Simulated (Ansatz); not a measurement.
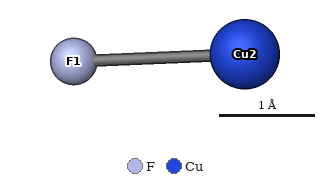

**Figure 1.** The structure as given in the input (ball-and-stick view, seen at a tilt; atoms are numbered from 1 in the order of the input). Sticks mark near contacts. Bond lengths as drawn: Cu–F 1.90 Å.

## What a change does: single-point calculation on CuF

System: CuF.
Method of run 1: RHF-CCSD(T), frozen core with 3s3p of Cu, Zn/def2-TZVPP (Ansatz 0.2.0).

The geometry: displaced from a GFN2-xTB structure. Text and figures count atoms from 1; the logs count them from 0 in places.

Input, run 1:
```yaml
crystal:
  periodic: [false, false, false]
  atoms:
    - {symbol: F, position_ang: [0.802500, -0.357600, 0.525600]}
    - {symbol: Cu, position_ang: [-0.667000, 0.324700, -0.472800]}
basis:
  gaussian: {orbitals: def2-TZVPP}
correlation: {method: ccsd_t, frozen_orbitals: {Cu: 9, F: 1}}
output: {forces: true}
```

Hardware: 4 CPU threads, shared host.

Output (run 1):
```
Functional definition: HF
  exchange = exact_x
  correlation = 0
660 factors; integrals over basis functions are off by at most 1.1e-3 eV
mean field evaluation 1: about -47300.1403 eV, gradient 7.0e1 eV
mean field evaluation 2: about -47300.1755 eV, gradient 7.0e1 eV
mean field evaluation 4: about -47304.6273 eV, gradient 7.3e0 eV
mean field evaluation 8: about -47304.7321 eV, gradient 6.2e-1 eV
mean field evaluation 16: about -47300.1403 eV, gradient 7.0e1 eV
mean field -47304.73435984 eV, -1738.4169234234 hartree, gradient 9.5e-6 eV, S^2 0.000000; 0 other end points of the search recorded, 0 dependent functions left out
10 core orbitals not correlated: weight in the atoms' cores, before any rotation towards them, 1.000 or more for the frozen orbitals, at most 0.000 for the correlated occupied ones
reference -47304.73435984 eV, -1738.4169234234 hartree; 9, 9 occupied and 76, 76 virtual orbitals, 660 factors
second order -20.46695707 eV of doubles, -0.00000000 eV of singles
cycle   1  -17.73300660 eV  change     2.7e0 eV  update   1.7e-1
cycle   2  -18.55465230 eV  change   -8.2e-1 eV  update   9.7e-2
cycle   3  -18.69560477 eV  change   -1.4e-1 eV  update   3.2e-2
cycle   4  -18.69890824 eV  change   -3.3e-3 eV  update   2.0e-2
cycle   5  -18.66495037 eV  change    3.4e-2 eV  update   1.1e-2
cycle   6  -18.67229948 eV  change   -7.3e-3 eV  update   7.2e-3
cycle   7  -18.67939447 eV  change   -7.1e-3 eV  update   4.9e-3
cycle   8  -18.67780279 eV  change    1.6e-3 eV  update   2.3e-3
cycle   9  -18.67906783 eV  change   -1.3e-3 eV  update   1.1e-3
cycle  10  -18.68028240 eV  change   -1.2e-3 eV  update   4.1e-4
cycle  11  -18.67958853 eV  change    6.9e-4 eV  update   2.0e-4
cycle  12  -18.67922742 eV  change    3.6e-4 eV  update   9.6e-5
cycle  13  -18.67945632 eV  change   -2.3e-4 eV  update   3.5e-5
cycle  14  -18.67939518 eV  change    6.1e-5 eV  update   2.2e-5
cycle  15  -18.67938778 eV  change    7.4e-6 eV  update   5.8e-6
cycle  16  -18.67939291 eV  change   -5.1e-6 eV  update   2.7e-6
perturbative correction -0.66395066 eV, -0.0243997366 hartree
the calculation of the forces begins
Total energy: -47324.07770340 eV, -1739.1277781881 hartree
Atom 0 at     0.802500    -0.357600     0.525600 Å, force    -1.358891     0.630943    -0.923251 eV/Å
Atom 1 at    -0.667000     0.324700    -0.472800 Å, force     1.358891    -0.630943     0.923251 eV/Å
Dipole moment:    -0.991005     0.460131    -0.673303 e Å
```

The input of run 2 differs as follows (lines with − go, lines with + come):
```diff
-correlation: {method: ccsd_t, frozen_orbitals: {Cu: 9, F: 1}}
+hamiltonian: {xc: {name: wB97M-V}}
```

Predict how the results change.

The total energies belong to different methods, so their difference says nothing on which is more stable or more accurate. The largest force goes from 1.760 to 1.798 eV/Å. The dipole moment goes from 6.16 to 5.97 D.

Output (run 2):
```
Functional definition: wB97M-V
  parameter omega = 0.3/bohr
  parameter cx = 0.15
  parameter cx01 = 1.007
  parameter cx10 = 0.259
  parameter css00 = 0.443
  parameter css04 = -1.437
  parameter css10 = -4.535
  parameter css20 = -3.390
  parameter css43 = 4.278
  parameter cos00 = 1.000
  parameter cos10 = 1.358
  parameter cos20 = 2.924
  parameter cos21 = -8.812
  parameter cos60 = -1.390
  parameter cos61 = 9.142
  parameter b = 6.0
  parameter c = 0.01
  gx(w, u) = 1 - cx + cx01*u + cx10*w
  gss(w, u) = css00 + css04*u^4 + css10*w + css20*w^2 + css43*w^4*u^3
  gos(w, u) = cos00 + cos10*w + (cos20 + cos21*u)*w^2 + (cos60 + cos61*u)*w^6
  exchange = spin_sum(e_x_unif_sr(omega)*gx(b97_w, b97_u_x)) + cx*exact_x_sr(omega) + exact_x_lr(omega)
  correlation = spin_sum(e_c_pw_mod_same_spin*gss(b97_w, b97_u_same))
      + integral(e_c_pw_mod_opposite_spin*gos(b97_w_opposite, b97_u_opposite)) + vv10(b, c)
705 factors; their error is unknown
94 factors; integrals over basis functions are off by at most 6.9e-5 eV
mean field evaluation 1: about -47350.6123 eV, gradient 7.0e1 eV
mean field evaluation 2: about -47332.0345 eV, gradient 1.8e2 eV
mean field evaluation 4: about -47355.6417 eV, gradient 6.1e0 eV
mean field evaluation 8: about -47355.6771 eV, gradient 1.9e-1 eV
mean field evaluation 16: about -47355.6963 eV, gradient 4.7e-4 eV
mean field -47355.69629791 eV, -1740.2897401043 hartree, gradient 2.2e-5 eV, S^2 0.000000; 0 other end points of the search recorded, 0 dependent functions left out
the calculation of the forces begins
reference -47355.69633458 eV, -1740.2897414521 hartree; 19, 19 occupied and 76, 76 virtual orbitals, 705 factors
Total energy: -47355.69633458 eV, -1740.2897414521 hartree
Atom 0 at     0.802500    -0.357600     0.525600 Å, force    -1.388281     0.644589    -0.943219 eV/Å
Atom 1 at    -0.667000     0.324700    -0.472800 Å, force     1.388281    -0.644589     0.943219 eV/Å
Dipole moment:    -0.960212     0.445834    -0.652382 e Å
```

The two runs side by side:

| quantity | run 1 | run 2 |
| --- | --- | --- |
| outcome | converged | converged |
| total energy (hartree) | −1739.127778 | −1740.289741 |
| dipole moment (D) | 6.16 | 5.97 |
| largest force (eV/Å) | 1.760 | 1.798 |
| basis functions | 95 | 95 |
| wall time (shared host) | 9.5 s | 2 s |
